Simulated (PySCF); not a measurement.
Vertical excitations of a molecule CH11ClSi4 from TDA-PBE/def2-SVPD (PySCF 2.14.0), as energy in eV (oscillator strength): 5.77 (0.008), 5.87 (0.011), 6.14 (0.090), 6.31 (0.004), 6.39 (0.015), 6.44 (0.011). Lowest triplet (TDA): 5.22 eV. Geometry optimised at PBE0-D3(BJ)/def2-SVP. The values are those of a single conformer.

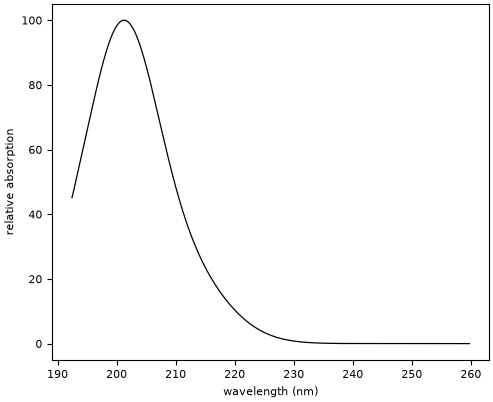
The lines broadened by 0.4 eV.

Which structure fits?
A. C[Si@@H]([SiH3])[Si@@H]([SiH3])Cl
B. [SiH3]C([SiH3])([SiH3])[SiH2]Cl
C. [SiH3][SiH]([SiH3])C[SiH2]Cl
D. [SiH3][SiH2]C[Si@@H]([SiH3])Cl

C, [SiH3][SiH]([SiH3])C[SiH2]Cl
